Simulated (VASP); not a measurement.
Data:

```
MoPt2
1.0
   -1.37579     1.95957     4.13153
    1.37579    -1.95957     4.13153
    1.37579     1.95957    -4.13153
Mo Pt
1 2
Direct
  0.00000   0.00000   0.00000
  0.66332   0.66332   0.00000
  0.33668   0.33668   0.00000
```

All values below come from PBEsol GGA, VASP's PBE PAW potentials (set 64) (plane waves; VASP). Numerical set-up: 400 eV cut-off, 15×15×15 Γ-centred mesh, tetrahedra with Blöchl corrections, potentials Mo_sv Pt.

Unless said otherwise, spin-orbit coupling is left out, though it shifts the bands of the heavy elements here.

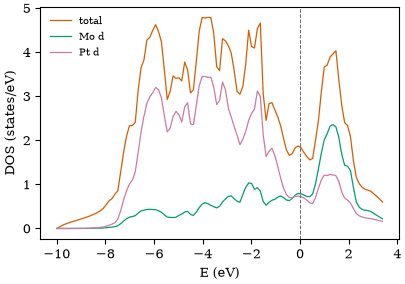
Figure. Total and projected density of states, zero at the Fermi level

Within 2 eV below the Fermi level the largest weight inside VASP's projection spheres is Pt d, then Mo d.

It has no gap at this level: it comes out as a metal or semimetal.

The compound is MoPt2 in the sg71 structure. It was relaxed first.
